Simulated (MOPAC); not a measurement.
## Geometry relaxation of CH$_{5}$Ge (charge +1) (part 2 of 2)

The same run, continued: CH$_{5}$Ge, charge +1; PM6-D3, closed shell, dispersion D3 (MOPAC 23.2.5). The starting geometry was optimised with PM6-D3.

Geometry of the input (Å):
```
C  -0.2333  -1.1168  0.1112
Ge 0.1735  0.7216  -0.0970
H  -1.1530  -1.5335  -0.2397
H  0.4412  -1.7933  0.5908
H  -0.4489  1.2049  -1.4031
H  -0.4360  1.4524  1.0975
H  1.6901  0.8815  -0.1156
```

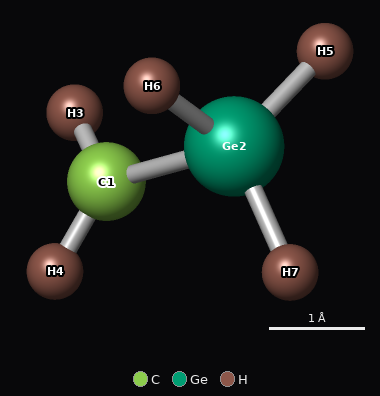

Fig. 1: The geometry at step 14 of the log (ball-and-stick view, seen at a tilt; atoms are numbered from 1 in the order of the input).

**Trajectory as extended XYZ, continued**
```
7
Properties=species:S:1:pos:R:3:forces:R:3 step=5 energy=11.04962
C    -0.2382   -1.1274    0.1166   -0.0423   0.0189  -0.0113
Ge    0.1819    0.7514   -0.1099    0.0833   0.0004  -0.0552
H    -1.1733   -1.6033   -0.2204    0.0143   0.0549  -0.0023
H     0.4320   -1.8534    0.6005    0.0203   0.0150   0.0265
H    -0.4796    1.1925   -1.4167   -0.0107  -0.0249   0.0786
H    -0.4457    1.4078    1.1310   -0.0524  -0.0531  -0.0228
H     1.7058    0.8519   -0.0737   -0.0124  -0.0111  -0.0134
7
Properties=species:S:1:pos:R:3:forces:R:3 step=6 energy=11.04888
C    -0.2386   -1.1258    0.1166   -0.0212  -0.0131  -0.0002
Ge    0.1826    0.7516   -0.1112    0.1044  -0.0175   0.0407
H    -1.1725   -1.6032   -0.2191   -0.0059   0.0541  -0.0076
H     0.4311   -1.8525    0.6013    0.0185   0.0234   0.0237
H    -0.4817    1.1908   -1.4101   -0.0475   0.0094  -0.0177
H    -0.4486    1.4030    1.1311   -0.0452  -0.0510  -0.0215
H     1.7058    0.8508   -0.0711   -0.0031  -0.0055  -0.0173
7
Properties=species:S:1:pos:R:3:forces:R:3 step=7 energy=11.04796
C    -0.2391   -1.1243    0.1167    0.0060  -0.0316   0.0082
Ge    0.1838    0.7513   -0.1116    0.0843  -0.0165   0.0427
H    -1.1722   -1.6004   -0.2200   -0.0220   0.0397  -0.0087
H     0.4308   -1.8498    0.6040    0.0058   0.0224   0.0186
H    -0.4854    1.1898   -1.4068   -0.0505   0.0205  -0.0435
H    -0.4532    1.3959    1.1303   -0.0436  -0.0362  -0.0022
H     1.7055    0.8501   -0.0721    0.0199   0.0018  -0.0151
7
Properties=species:S:1:pos:R:3:forces:R:3 step=8 energy=11.04635
C    -0.2410   -1.1205    0.1172    0.1027  -0.0286   0.0346
Ge    0.1895    0.7514   -0.1135   -0.0639  -0.0067   0.0156
H    -1.1729   -1.5881   -0.2246   -0.0645  -0.0244  -0.0080
H     0.4285   -1.8386    0.6185   -0.0440   0.0031  -0.0056
H    -0.5034    1.1873   -1.3990   -0.0049   0.0314  -0.0334
H    -0.4744    1.3640    1.1319    0.0000  -0.0080   0.0023
H     1.7064    0.8474   -0.0779    0.0746   0.0331  -0.0054
7
Properties=species:S:1:pos:R:3:forces:R:3 step=9 energy=11.04598
C    -0.2401   -1.1212    0.1177    0.0340  -0.0316   0.0010
Ge    0.1887    0.7515   -0.1131   -0.0187  -0.0119  -0.0192
H    -1.1743   -1.5896   -0.2249   -0.0159   0.0030   0.0096
H     0.4278   -1.8403    0.6171   -0.0262  -0.0061   0.0086
H    -0.5015    1.1888   -1.4009    0.0016   0.0207  -0.0135
H    -0.4720    1.3666    1.1308   -0.0127  -0.0019   0.0199
H     1.7078    0.8483   -0.0782    0.0379   0.0278  -0.0064
7
Properties=species:S:1:pos:R:3:forces:R:3 step=10 energy=11.04572
C    -0.2393   -1.1227    0.1174    0.0056   0.0012   0.0022
Ge    0.1884    0.7517   -0.1133    0.0075  -0.0152  -0.0141
H    -1.1757   -1.5894   -0.2239    0.0029   0.0061   0.0088
H     0.4263   -1.8415    0.6191   -0.0156  -0.0119   0.0062
H    -0.5008    1.1909   -1.4023    0.0097   0.0115   0.0072
H    -0.4720    1.3665    1.1327   -0.0024  -0.0148  -0.0031
H     1.7098    0.8501   -0.0784   -0.0077   0.0231  -0.0073
7
Properties=species:S:1:pos:R:3:forces:R:3 step=11 energy=11.04555
C    -0.2388   -1.1226    0.1176   -0.0143   0.0049  -0.0017
Ge    0.1888    0.7515   -0.1137    0.0192  -0.0118  -0.0217
H    -1.1768   -1.5875   -0.2239    0.0175   0.0067   0.0124
H     0.4244   -1.8413    0.6220   -0.0122  -0.0157   0.0053
H    -0.5020    1.1929   -1.4016    0.0154   0.0073   0.0133
H    -0.4744    1.3620    1.1330    0.0021  -0.0135  -0.0021
H     1.7110    0.8523   -0.0796   -0.0278   0.0221  -0.0056
7
Properties=species:S:1:pos:R:3:forces:R:3 step=12 energy=11.04526
C    -0.2381   -1.1225    0.1179   -0.0262   0.0117   0.0027
Ge    0.1899    0.7509   -0.1149    0.0270  -0.0026  -0.0164
H    -1.1785   -1.5835   -0.2225    0.0224  -0.0001   0.0096
H     0.4198   -1.8419    0.6280   -0.0074  -0.0138  -0.0006
H    -0.5040    1.1978   -1.3994    0.0193   0.0012   0.0135
H    -0.4794    1.3518    1.1344    0.0136  -0.0142  -0.0068
H     1.7125    0.8587   -0.0816   -0.0488   0.0178  -0.0019
7
Properties=species:S:1:pos:R:3:forces:R:3 step=13 energy=11.04501
C    -0.2376   -1.1220    0.1188   -0.0218   0.0078   0.0046
Ge    0.1912    0.7500   -0.1165    0.0185   0.0069  -0.0044
H    -1.1797   -1.5798   -0.2200    0.0103  -0.0064   0.0023
H     0.4143   -1.8439    0.6334   -0.0002  -0.0020  -0.0041
H    -0.5047    1.2041   -1.3967    0.0142  -0.0046   0.0024
H    -0.4839    1.3405    1.1354    0.0178  -0.0110  -0.0032
H     1.7122    0.8681   -0.0831   -0.0388   0.0094   0.0023
7
Properties=species:S:1:pos:R:3:forces:R:3 step=14 energy=11.04491
C    -0.2383   -1.1218    0.1196    0.0029  -0.0025  -0.0023
Ge    0.1915    0.7497   -0.1171   -0.0140   0.0038   0.0062
H    -1.1792   -1.5808   -0.2178   -0.0148  -0.0039  -0.0051
H     0.4123   -1.8465    0.6325    0.0061   0.0123   0.0021
H    -0.5022    1.2066   -1.3965    0.0006  -0.0057  -0.0098
H    -0.4824    1.3379    1.1358    0.0055  -0.0054   0.0063
H     1.7093    0.8740   -0.0822    0.0137   0.0014   0.0026
7
Properties=species:S:1:pos:R:3:forces:R:3 step=15 energy=11.04488
C    -0.2383   -1.1220    0.1193   -0.0023  -0.0009  -0.0023
Ge    0.1912    0.7499   -0.1168   -0.0084   0.0032   0.0011
H    -1.1793   -1.5813   -0.2186   -0.0067  -0.0022  -0.0009
H     0.4136   -1.8456    0.6320    0.0029   0.0083   0.0016
H    -0.5023    1.2051   -1.3973    0.0039  -0.0046  -0.0040
H    -0.4817    1.3397    1.1360    0.0065  -0.0070   0.0027
H     1.7098    0.8719   -0.0821    0.0041   0.0031   0.0017
7
Properties=species:S:1:pos:R:3:forces:R:3 step=16 energy=11.04486
C    -0.2384   -1.1220    0.1191   -0.0044   0.0014  -0.0008
Ge    0.1912    0.7500   -0.1168   -0.0067   0.0015  -0.0014
H    -1.1795   -1.5816   -0.2187   -0.0016  -0.0008   0.0000
H     0.4139   -1.8449    0.6322    0.0016   0.0052   0.0006
H    -0.5022    1.2044   -1.3978    0.0053  -0.0037   0.0000
H    -0.4812    1.3394    1.1365    0.0062  -0.0068   0.0004
H     1.7100    0.8717   -0.0820   -0.0004   0.0032   0.0012
7
Properties=species:S:1:pos:R:3:forces:R:3 step=17 energy=11.04483
C    -0.2388   -1.1219    0.1189   -0.0052   0.0021  -0.0003
Ge    0.1912    0.7501   -0.1169   -0.0049   0.0004  -0.0040
H    -1.1801   -1.5820   -0.2185    0.0043   0.0013   0.0014
H     0.4141   -1.8436    0.6328    0.0001   0.0006   0.0005
H    -0.5016    1.2036   -1.3985    0.0046  -0.0012   0.0033
H    -0.4803    1.3375    1.1378    0.0036  -0.0045  -0.0013
H     1.7101    0.8726   -0.0817   -0.0025   0.0014   0.0004
7
Properties=species:S:1:pos:R:3:forces:R:3 step=18 energy=11.04482
C    -0.2391   -1.1218    0.1189   -0.0020   0.0016   0.0002
Ge    0.1913    0.7501   -0.1171   -0.0034  -0.0001  -0.0030
H    -1.1804   -1.5819   -0.2182    0.0041   0.0014   0.0009
H     0.4137   -1.8430    0.6335   -0.0005  -0.0009   0.0007
H    -0.5011    1.2036   -1.3987    0.0022   0.0007   0.0023
H    -0.4800    1.3352    1.1387    0.0014  -0.0022  -0.0012
H     1.7100    0.8741   -0.0816   -0.0019  -0.0005   0.0001
7
Properties=species:S:1:pos:R:3:forces:R:3 step=19 energy=11.04482
C    -0.2391   -1.1216    0.1191    0.0014  -0.0001   0.0006
Ge    0.1914    0.7499   -0.1174   -0.0019   0.0005  -0.0002
H    -1.1805   -1.5815   -0.2177    0.0013   0.0003  -0.0004
H     0.4130   -1.8429    0.6344   -0.0004  -0.0002   0.0005
H    -0.5010    1.2042   -1.3984   -0.0001   0.0016  -0.0007
H    -0.4802    1.3326    1.1393    0.0003  -0.0001  -0.0001
H     1.7100    0.8756   -0.0815   -0.0006  -0.0020   0.0002
7
Properties=species:S:1:pos:R:3:forces:R:3 step=20 energy=11.04482
C    -0.2391   -1.1216    0.1191    0.0007   0.0000   0.0004
Ge    0.1914    0.7500   -0.1174   -0.0018   0.0005  -0.0006
H    -1.1804   -1.5815   -0.2178    0.0011   0.0001  -0.0001
H     0.4131   -1.8430    0.6343   -0.0003   0.0002   0.0007
H    -0.5010    1.2042   -1.3984    0.0003   0.0012  -0.0005
H    -0.4802    1.3332    1.1391    0.0006  -0.0004   0.0000
H     1.7100    0.8752   -0.0815   -0.0004  -0.0016   0.0002
7
Properties=species:S:1:pos:R:3:forces:R:3 step=21 energy=11.04481
C    -0.2390   -1.1217    0.1191    0.0001   0.0003   0.0003
Ge    0.1913    0.7500   -0.1173   -0.0011   0.0001  -0.0009
H    -1.1802   -1.5815   -0.2180    0.0005  -0.0005  -0.0003
H     0.4133   -1.8431    0.6342   -0.0004   0.0007   0.0007
H    -0.5010    1.2043   -1.3985    0.0006   0.0007  -0.0001
H    -0.4801    1.3337    1.1390    0.0006  -0.0006   0.0003
H     1.7099    0.8745   -0.0815   -0.0003  -0.0007   0.0000
7
Properties=species:S:1:pos:R:3:forces:R:3 step=22 energy=11.04481
C    -0.2389   -1.1217    0.1191   -0.0004   0.0001   0.0000
Ge    0.1912    0.7500   -0.1174   -0.0005   0.0000  -0.0005
H    -1.1801   -1.5815   -0.2181    0.0004  -0.0009  -0.0003
H     0.4132   -1.8431    0.6344   -0.0004   0.0010   0.0006
H    -0.5010    1.2046   -1.3985    0.0005   0.0005   0.0000
H    -0.4800    1.3335    1.1391    0.0005  -0.0004   0.0002
H     1.7099    0.8743   -0.0815    0.0000  -0.0003  -0.0001
```

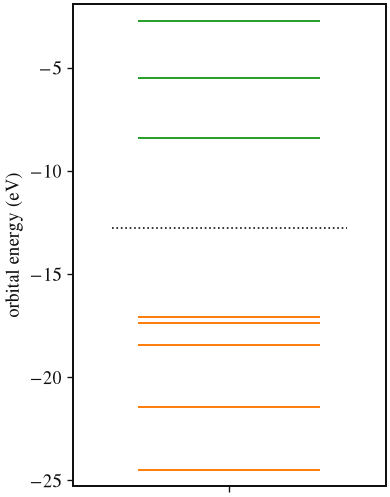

Fig. 2: Orbital energies near the frontier; the dotted line parts filled from empty levels, and levels within 0.02 eV of each other stand side by side. Highest filled −17.11 eV, lowest empty −8.40 eV, 8.71 eV apart.

**Results in brief**

| quantity | value |
| --- | --- |
| outcome | converged |
| total energy | −9.540996 hartree |
| dispersion energy | −0.001058 hartree |
| heat of formation | 254.70 kcal/mol |
| basis functions | 13 |
| largest force | 0.001 eV/Å |
| HOMO | −17.11 eV |
| LUMO | −8.40 eV |
| peak memory | 0.086 GiB |

**Remarks**

MOPAC's energies along a path are heats of formation.
